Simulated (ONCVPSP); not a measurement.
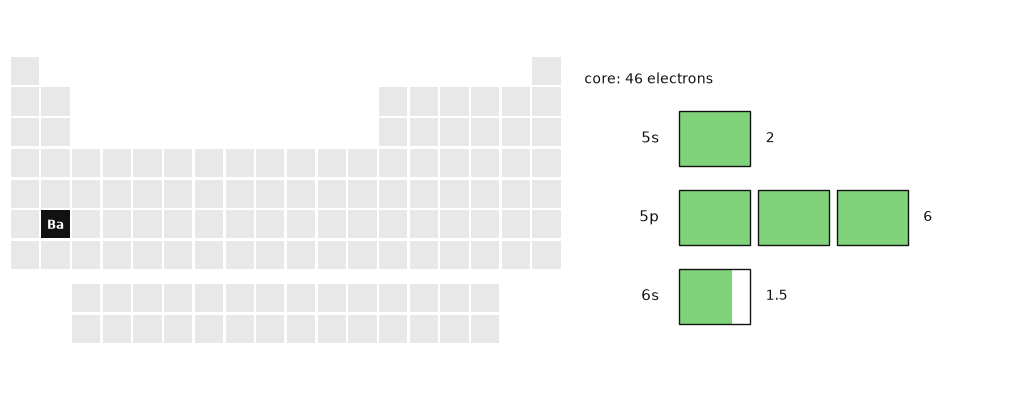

Left, the place of barium in the periodic table; right, the valence shells of the reference configuration: a box for each of the 2l + 1 orbitals, shaded by the share of the shell that is filled, with the electron count at the right.

## Pseudopotential generation for Ba (part 1 of 2)

- system: barium (Ba, Z = 56), core [Kr] 4d10, reference valence 5s2 5p6 6s1.5 (an ion of charge +0.5), valence charge 10.
- method: ONCV potential, PBE, fully relativistic, made with ONCVPSP 4.0.1

**Log (extracts)**
```
ONCVPSP  (Optimized Norm-Conservinng Vanderbilt PSeudopotential)
relativistic version 4.0.1

#   n    l    f        energy (Ha)
    1    0    2.00    -1.3682723D+03
    2    0    2.00    -2.1626790D+02
    2    1    6.00    -1.8968507D+02    -2.0371386D+02
    3    0    2.00    -4.5730728D+01
    3    1    6.00    -3.7752575D+01    -4.0464273D+01
    3    2   10.00    -2.7940005D+01    -2.8518005D+01
    4    0    2.00    -9.0527160D+00
    4    1    6.00    -6.5735076D+00    -7.1386391D+00
    4    2   10.00    -3.3525602D+00    -3.4486114D+00
    5    0    2.00    -1.3350613D+00
    5    1    6.00    -7.6336915D-01    -8.3969384D-01
    6    0    1.50    -1.9622472D-01

Reference configufation results
  iterations    27
  all-electron total energy (Ha)   -8.13924820D+03

Begin loop to  construct optimized pseudo wave functions
and semi-local pseudopoentials for all angular momenta

Calculating optimized projector #   1

 for l=   0

    Fraction of norm inside rc  0.987999
    Optimizing pswf for qcut=   3.80 a_B^-1,  ecut=   7.22 Ha
    Residual kinetic energy error=  9.52D-07 Ha

    Energy error per electron        Cutoff
         Ha          eV             Ha
         0.01000     0.27211        1.76
         0.00100     0.02721        2.73
         0.00010     0.00272        4.91
         0.00001     0.00027        6.30

Calculating optimized projector #   2

 for l=   0

    Fraction of norm inside rc  0.160778
    Optimizing pswf for qcut=   3.80 a_B^-1,  ecut=   7.22 Ha
    Residual kinetic energy error=  8.81D-06 Ha

    Energy error per electron        Cutoff
         Ha          eV             Ha
         0.01000     0.27211        1.51
         0.00100     0.02721        3.48
         0.00010     0.00272        5.78
         0.00001     0.00027        7.50

   Wellstate for l =  1  n =  9 kap= -2
     eigenvalue =   3.0366
     asymptotic potential =   3.5366
     half-point radius =  5.3721

Calculating optimized projector #   1

 for l=   1

    Fraction of norm inside rc  0.932358
    Optimizing pswf for qcut=   5.30 a_B^-1,  ecut=  14.04 Ha
    Residual kinetic energy error=  9.94D-08 Ha

    Energy error per electron        Cutoff
         Ha          eV             Ha
         0.01000     0.27211        3.12
         0.00100     0.02721        6.76
         0.00010     0.00272        9.61
         0.00001     0.00027       11.27

Calculating optimized projector #   2

 for l=   1

    Fraction of norm inside rc  0.135467
    Optimizing pswf for qcut=   5.30 a_B^-1,  ecut=  14.04 Ha
    Residual kinetic energy error=  7.36D-06 Ha

    Energy error per electron        Cutoff
         Ha          eV             Ha
         0.01000     0.27211        6.06
         0.00100     0.02721        9.21
         0.00010     0.00272       12.09
         0.00001     0.00027       14.42

   Wellstate for l =  1  n =  9 kap=  1
     eigenvalue =   2.9603

Calculating optimized projector #   1

 for l=   1

    Fraction of norm inside rc  0.948988
    Optimizing pswf for qcut=   5.30 a_B^-1,  ecut=  14.04 Ha
    Residual kinetic energy error=  8.12D-08 Ha

    Energy error per electron        Cutoff
         Ha          eV             Ha
         0.01000     0.27211        3.44
         0.00100     0.02721        4.87
         0.00010     0.00272        9.10
         0.00001     0.00027       11.02

Calculating optimized projector #   2

 for l=   1

    Fraction of norm inside rc  0.140690
    Optimizing pswf for qcut=   5.30 a_B^-1,  ecut=  14.04 Ha
    Residual kinetic energy error=  7.24D-06 Ha

    Energy error per electron        Cutoff
         Ha          eV             Ha
         0.01000     0.27211        5.65
         0.00100     0.02721        8.34
         0.00010     0.00272       11.80
         0.00001     0.00027       14.37

WARNING wellstate: moderately localized bound state found for n= 5 l=  2
WARNING scattering state with energy  0.05000000
WARNING will be used for the first projector

   Wellstate for l =  2  n =  6 kap= -3
     eigenvalue =   0.0500
     asymptotic potential =   0.5500
     half-point radius = 12.1297

   Wellstate for l =  2  n =  8 kap= -3
     eigenvalue =   2.2500
     asymptotic potential =   2.7500
     half-point radius =  5.4184

   Wellstate for l =  2  n = 10 kap= -3
     eigenvalue =   4.4500
     asymptotic potential =   4.9500
     half-point radius =  5.6694

Calculating optimized projector #   1

 for l=   2

    Fraction of norm inside rc  0.157625
    Optimizing pswf for qcut=   3.30 a_B^-1,  ecut=   5.44 Ha
    Residual kinetic energy error=  7.86D-05 Ha

    Energy error per electron        Cutoff
         Ha          eV             Ha
         0.01000     0.27211        2.90
         0.00100     0.02721        4.19
         0.00010     0.00272        5.52
         0.00001     0.00027       14.78

Calculating optimized projector #   2

 for l=   2

    Fraction of norm inside rc  0.217785
    Optimizing pswf for qcut=   3.30 a_B^-1,  ecut=   5.44 Ha
    Residual kinetic energy error=  5.42D-03 Ha

    Energy error per electron        Cutoff
         Ha          eV             Ha
         0.01000     0.27211        5.25
         0.00100     0.02721        7.93
         0.00010     0.00272       24.90
         0.00001     0.00027       29.90

Calculating optimized projector #   3

 for l=   2

    Fraction of norm inside rc  0.139730
    Optimizing pswf for qcut=   3.30 a_B^-1,  ecut=   5.44 Ha
    Residual kinetic energy error=  4.52D-01 Ha

    Energy error per electron        Cutoff
         Ha          eV             Ha
         0.01000     0.27211        7.17
         0.00100     0.02721        8.55
         0.00010     0.00272       18.22
         0.00001     0.00027       27.20

   Wellstate for l =  2  n =  5 kap=  2
     eigenvalue =   0.1300

   Wellstate for l =  2  n =  8 kap=  2
     eigenvalue =   2.0364

   Wellstate for l =  2  n = 10 kap=  2
     eigenvalue =   4.4437

Calculating optimized projector #   1

 for l=   2

    Fraction of norm inside rc  0.581870
    Optimizing pswf for qcut=   3.30 a_B^-1,  ecut=   5.44 Ha
    Residual kinetic energy error=  1.65D-04 Ha

    Energy error per electron        Cutoff
         Ha          eV             Ha
         0.01000     0.27211        3.32
         0.00100     0.02721        4.59
         0.00010     0.00272        6.00
         0.00001     0.00027       20.29

Calculating optimized projector #   2

 for l=   2

    Fraction of norm inside rc  0.218943
    Optimizing pswf for qcut=   3.30 a_B^-1,  ecut=   5.44 Ha
    Residual kinetic energy error=  6.58D-03 Ha

    Energy error per electron        Cutoff
         Ha          eV             Ha
         0.01000     0.27211        5.33
         0.00100     0.02721        9.88
         0.00010     0.00272       25.74
         0.00001     0.00027       30.23

Calculating optimized projector #   3

 for l=   2

    Fraction of norm inside rc  0.141345
    Optimizing pswf for qcut=   3.30 a_B^-1,  ecut=   5.44 Ha
    Residual kinetic energy error=  4.72D-01 Ha

    Energy error per electron        Cutoff
         Ha          eV             Ha
         0.01000     0.27211        7.20
         0.00100     0.02721        8.83
         0.00010     0.00272       18.78
         0.00001     0.00027       28.64

Construct Vanderbilt / Kleinmman-Bylander projectors

B matrix Hermiticity error, ll=  0  kap= -1
   1   2    6.8001D-05

  Orthonormal projector coefficients  1.0964E+00 -3.1776E-01

B matrix Hermiticity error, ll=  1  kap= -2
   1   2   -2.0934D-04

  Orthonormal projector coefficients  1.3495E+00 -4.4306E-01

B matrix Hermiticity error, ll=  1  kap=  1
   1   2   -2.2932D-04

  Orthonormal projector coefficients  1.1071E+00 -5.4972E-01

B matrix Hermiticity error, ll=  2  kap= -3
   1   2   -4.7937D-05
   1   3   -7.5078D-05
   2   3   -1.0863D-04

  Orthonormal projector coefficients  1.1626E+00 -4.8645E-01 -2.6591E-01

B matrix Hermiticity error, ll=  2  kap=  2
   1   2    7.1287D-05
   1   3    1.2707D-04
   2   3   -1.0925D-04

  Orthonormal projector coefficients  1.5409E+00 -5.5110E-01 -2.6781E-01

 Orthonormal scalar projector coefficients, l =  1
  1.2644E+00 -4.7529E-01  1.0203E-03 -7.7260E-06

 Orthonormal spin-orbit projector coefficients, l =  1
  2.4245E-01 -2.3021E-02  1.3556E-02 -2.5044E-04

 Orthonormal scalar projector coefficients, l =  2
  1.3092E+00 -5.1147E-01 -2.6638E-01  4.2923E-03 -7.0079E-04 -8.4597E-06

 Orthonormal spin-orbit projector coefficients, l =  2
 -1.7549E-01  3.2717E-02  2.2176E-02 -9.6568E-03  5.7174E-03 -1.9132E-04

Model core correction analysis
  based on d2Exc/dn_idn_j

d2excae - all-electron derivatives

   -2.079548D-02   -1.759919D-02   -1.724060D-03
   -1.759924D-02   -1.733149D-02   -2.864037D-03
   -1.723369D-03   -2.862282D-03   -2.742083D-02

d2excps - pseudofunction derivatives with no core correction

   -3.802368D-02   -2.517700D-02   -3.428874D-03
   -2.517762D-02   -2.489242D-02   -3.664470D-03
   -3.428608D-03   -3.661710D-03   -3.014169D-02

rms 2nd derivative error    7.328260E-03

rmatch, rhocmatch    1.2817    2.5666

Teter function model core charge with specified parameters

d2excps - pseudofunction derivatives with core correction

   -2.624930D-02   -2.147114D-02   -2.245133D-03
   -2.147084D-02   -2.356292D-02   -3.286466D-03
   -2.243844D-03   -3.283682D-03   -3.002312D-02

rms 2nd derivative error    3.435540E-03

Pseudoatom total energy  -25.952792

Diagnostic tests using Vanderbilt-Kleinman-Bylander pseudopotentials
  relativistic with J = L +/- 1/2 projectors

   l  kap   rcore       rmatch      e in        delta e    norm test   slope test

   0  -1   3.1627786   3.2588074  -1.3350613   0.0000003   1.0001152   1.0001059
   0  -1   3.1627786   3.2588074  -0.1962247   0.0000002   1.0000094   1.0000071

   1  -2   3.0512719   3.1439151  -0.7633692  -0.0000001   1.0000325   1.0000337
   1   1   3.0512719   3.1439151  -0.8396938   0.0000003   1.0000206   1.0000184
   1  -2   3.0512719   3.1439151   3.0366308   0.0000317   1.0000379   1.0000379
   1   1   3.0512719   3.1439151   3.0124966   0.0000370   1.0000424   1.0000424

   2  -3   3.2008458   3.2980304   0.0500000   0.0000003   1.0000665   1.0000665
   2   2   3.2008458   3.2980304  -0.1636325   0.0000006   1.0000561   1.0000561
   2  -3   3.2008458   3.2980304   2.2500000   0.0000060   1.0001094   1.0001094
   2   2   3.2008458   3.2980304   2.2436990   0.0000058   1.0000867   1.0000866
   2  -3   3.2008458   3.2980304   4.4500000   0.0000835   1.0001659   1.0001659
   2   2   3.2008458   3.2980304   4.4443681   0.0000833   1.0001620   1.0001620

Diagnostic tests using Vanderbilt-Kleinman-Bylander pseudopotentials
  relativistic with scalar and spin-orbit non-local projectors

   l  kap   rcore       rmatch      e in        delta e    norm test   slope test

   0  -1   3.1627786   3.2588074  -1.3350613   0.0000003   1.0001152   1.0001059
   0  -1   3.1627786   3.2588074  -0.1962247   0.0000002   1.0000094   1.0000071

   1  -2   3.0512719   3.1439151  -0.7633692  -0.0001128   0.9999474   0.9998236
   1   1   3.0512719   3.1439151  -0.8396938  -0.0000930   0.9999106   0.9998192
   1  -2   3.0512719   3.1439151   3.0366308  -0.0004740   0.9999017   0.9999017
   1   1   3.0512719   3.1439151   3.0124966  -0.0004089   0.9998869   0.9998869

   2  -3   3.2008458   3.2980304   0.0500000   0.0000121   1.0000549   1.0000549
   2   2   3.2008458   3.2980304  -0.1636325   0.0000077   1.0000459   1.0000459
   2  -3   3.2008458   3.2980304   2.2500000   0.0000204   1.0000895   1.0000895
   2   2   3.2008458   3.2980304   2.2436990   0.0000216   1.0000658   1.0000658
   2  -3   3.2008458   3.2980304   4.4500000   0.0001536   1.0001796   1.0001796
   2   2   3.2008458   3.2980304   4.4443681   0.0001521   1.0001764   1.0001764

Ghost test for J = L + 1/2

 Testing for bound ghosts
   n   l    E NL Schr. Eq   E Basis Diag.   E Cutoff

   1   0       -1.335061       -1.335060     19.17
   2   0       -0.196225       -0.192939     19.17

   2   1       -0.763369       -0.763369     53.93

   3   2       -0.160769       -0.159843     43.22

 Testing for highly-localized positive-energy ghosts
       l    <radius>/rc     E Basis Diag.   E Cutoff

Ghost test for J = L - 1/2

 Testing for bound ghosts
   n   l    E NL Schr. Eq   E Basis Diag.   E Cutoff

   1   0       -1.335061       -1.335060     19.17
   2   0       -0.196225       -0.192939     19.17

   2   1       -0.839694       -0.839693     53.93

   3   2       -0.165903       -0.165094     43.22

 Testing for highly-localized positive-energy ghosts
       l    <radius>/rc     E Basis Diag.   E Cutoff

Test configuration 0

   n   l kap    f        eae           eps        diff
   1   0  -1  2.0000-1368.27225588
   2   0  -1  2.0000 -216.26790295
   2   1  -2  4.0000 -189.68507166
   2   1   1  2.0000 -203.71385897
   3   0  -1  2.0000  -45.73072784
   3   1  -2  4.0000  -37.75257546
   3   1   1  2.0000  -40.46427347
   3   2  -3  6.0000  -27.94000502
   3   2   2  4.0000  -28.51800531
   4   0  -1  2.0000   -9.05271601
   4   1  -2  4.0000   -6.57350763
   4   1   1  2.0000   -7.13863908
   4   2  -3  6.0000   -3.35256023
   4   2   2  4.0000   -3.44861138
   5   0  -1  2.0000   -1.33506127   -1.33506098    2.88E-07
   5   1  -2  4.0000   -0.76336915   -0.76336921   -6.20E-08
   5   1   1  2.0000   -0.83969384   -0.83969359    2.55E-07
   6   0  -1  1.5000   -0.19622472   -0.19622455    1.73E-07

    Total energies and differences
      AE_ref= -8.13924820E+03  AE_tst= -8.13924820E+03  dif=  0.00E+00
      PS_ref= -2.59527924E+01  PS_tst= -2.59527924E+01  dif= -9.95E-14
      PSP excitation error=  9.95E-14

Test configuration 1

   n   l kap    f        eae           eps        diff
   1   0  -1  2.0000-1368.17193607
   2   0  -1  2.0000 -216.16769187
   2   1  -2  4.0000 -189.58486023
   2   1   1  2.0000 -203.61364407
   3   0  -1  2.0000  -45.63057151
   3   1  -2  4.0000  -37.65242105
   3   1   1  2.0000  -40.36411399
   3   2  -3  6.0000  -27.83984350
   3   2   2  4.0000  -28.41784249
   4   0  -1  2.0000   -8.95274127
   4   1  -2  4.0000   -6.47356846
   4   1   1  2.0000   -7.03868211
   4   2  -3  6.0000   -3.25269149
   4   2   2  4.0000   -3.34873493
   5   0  -1  2.0000   -1.23596431   -1.23571012    2.54E-04
   5   1  -2  4.0000   -0.66492749   -0.66494355   -1.61E-05
   5   1   1  2.0000   -0.74104034   -0.74103112    9.22E-06
   6   0  -1  2.0000   -0.11867371   -0.11866982    3.89E-06

    Total energies and differences
      AE_ref= -8.13924820E+03  AE_tst= -8.13932670E+03  dif= -7.85E-02
      PS_ref= -2.59527924E+01  PS_tst= -2.60312878E+01  dif= -7.85E-02
      PSP excitation error= -1.59E-06

Test configuration 2
```

(Continued in part 2.) Outcome of the run: generated.
